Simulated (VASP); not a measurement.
Consider the following.

```yaml
crystal:
  lattice:
    - [0.00000, 2.25792, 2.25792]
    - [2.25792, 0.00000, 2.25792]
    - [2.25792, 2.25792, 0.00000]
  atoms:
    - { symbol: Hf, position: [0.00000, 0.00000, 0.00000] }
    - { symbol: N, position: [0.50000, 0.50000, 0.50000] }
```

Computed with rev-vdW-DF2, VASP's PBE PAW potentials (set 64) (plane waves; VASP). Settings: 520 eV cut-off, 16×16×16 Γ-centred mesh, tetrahedra with Blöchl corrections, potentials Hf_pv N.

Unless said otherwise, spin-orbit coupling is left out, though it shifts the bands of the heavy elements here.

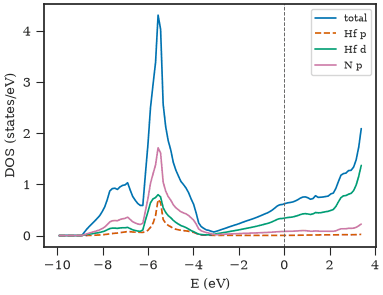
Figure. Total and projected density of states, zero at the Fermi level

Within 2 eV below the Fermi level the largest weight inside VASP's projection spheres is Hf d, then N p.

It has no gap at this level: it comes out as a metal or semimetal.

The compound is HfN in the rock salt structure. It was relaxed first. The electron count is odd and the run is not spin-polarised, which forces a metal.
